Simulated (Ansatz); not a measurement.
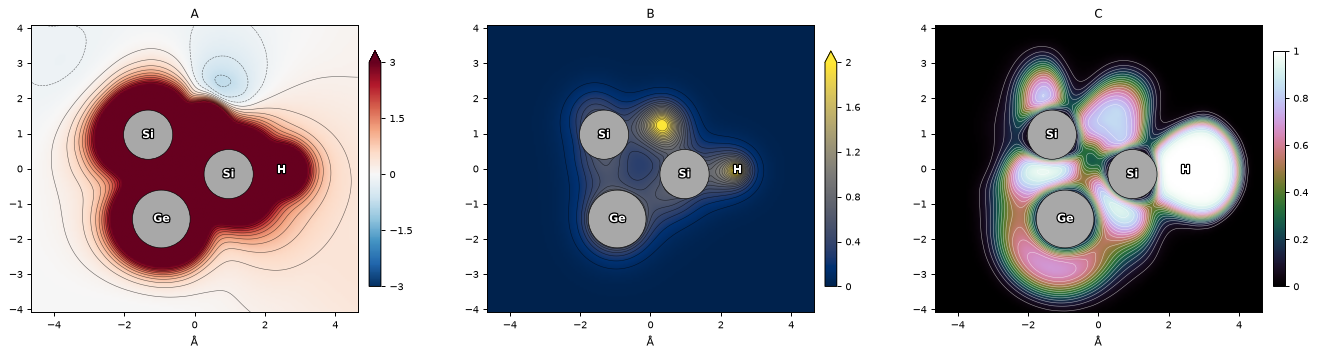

FGeH$_{3}$OSi$_{2}$: 3 fields on the plane of atoms Ge2, Si4 and H7, with unlabelled colour scales. Grey discs cover the atomic cores.

Geometry: r2SCAN-D4/def2-SVP.

These are results of isolated molecule in a Gaussian basis; Kohn-Sham density functional theory, functional PBE0 (Ansatz 0.2.0), not measurements.

> Which field does each panel show? The fields are: electron density, electron localisation function and electrostatic potential.

Panel A: electrostatic potential (strongly positive close to the atoms, with negative regions outside electron-rich atoms). Panel B: electron density. Panel C: electron localisation function. From the grid: Si–Ge (2.30 Å): ρ at the midpoint is about 0.58 e/Å³; the ELF peaks at about 0.85 between the atoms (a shared electron pair). Si–H (1.50 Å): the density is about 0.82 e/Å³ at the midpoint; the ELF climbs to about 1 towards the hydrogen, as it does in any bond to H.
